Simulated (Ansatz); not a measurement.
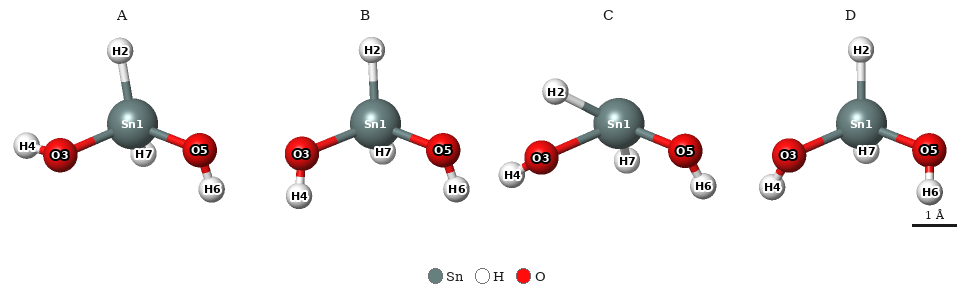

4 geometries from a converged minimum-energy path of SnH₄O₂, shuffled. The picture is a ball-and-stick view, seen at a tilt.

The calculation used RKS PBE0-D4/def2-SVP in Ansatz 0.2.0. Run with 7 movable images; climbing image; force threshold 0.05 eV/Å; iteration limit 60; starting path through a guess of the saddle point.

Question: One of them is the converged climbing image. Which?

Answer: C. In order along the path, whose images run from 0 to 8: B (image 0, 0.00 eV), D (image 1, 0.00 eV), A (image 3, +0.13 eV), C (image 5, +1.97 eV). A hydrogen atom shifts from one atom to another. Breaking: Sn1–H2 (1.70 → 1.76 at the top → 3.04 Å). Forming: H2–O3 (2.92 → 1.56 at the top → 0.96 Å).

The run took 7.6 min on 1 thread of Arm Neoverse N1 (shared host), peak memory 0.17 GiB.
